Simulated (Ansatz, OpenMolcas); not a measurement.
How basis sets differ on AlNH3Cl (SMILES [NH2][AlH][Cl])

AlNH3Cl has 6 atoms, charge 0, and is taken as a singlet. As SMILES, `[NH2][AlH][Cl]`. The coordinates come from a PBE0-D4/def2-TZVP relaxation.

```jsonl
{"atom": "N", "x (Å)": "-0.6311", "y (Å)": "0.2509", "z (Å)": "-0.7188"}
{"atom": "Al", "x (Å)": "0.4776", "y (Å)": "-0.0738", "z (Å)": "0.6036"}
{"atom": "Cl", "x (Å)": "1.4135", "y (Å)": "-1.9515", "z (Å)": "0.6456"}
{"atom": "H", "x (Å)": "-1.1343", "y (Å)": "1.1150", "z (Å)": "-0.8388"}
{"atom": "H", "x (Å)": "-0.8526", "y (Å)": "-0.3951", "z (Å)": "-1.4589"}
{"atom": "H", "x (Å)": "0.7690", "y (Å)": "0.9904", "z (Å)": "1.7210"}
```

Quantity: the dipole moment, in D. The values are calculated.

| level | kind | program | value (D) | CPU time |
| --- | --- | --- | --- | --- |
| HF/ANO-RCC-MB (DKH2) | Hartree–Fock | OpenMolcas | 3.36 | 2.3 s |
| HF/STO-3G | Hartree–Fock | OpenMolcas | 3.27 | 1.6 s |
| HF/3-21G | Hartree–Fock | Ansatz | 3.53 | 0.64 s |
| HF/def2-SVP | Hartree–Fock | Ansatz | 2.35 | 1.5 s |
| HF/def2-TZVP | Hartree–Fock | Ansatz | 2.21 | 7.4 s |

The values span 2.21 to 3.53 D. Sets without polarisation functions give poor dipoles. Times are those of the runs behind each value, whatever else they computed, on shared processors of several kinds: orders of magnitude only.

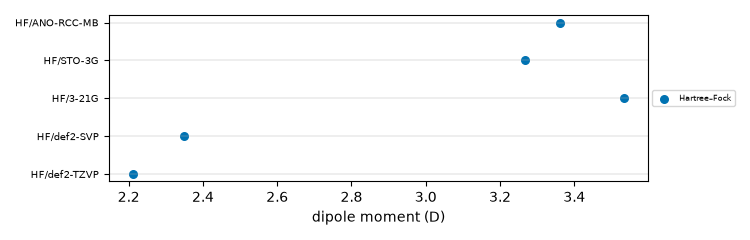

The values of the table, level by level.
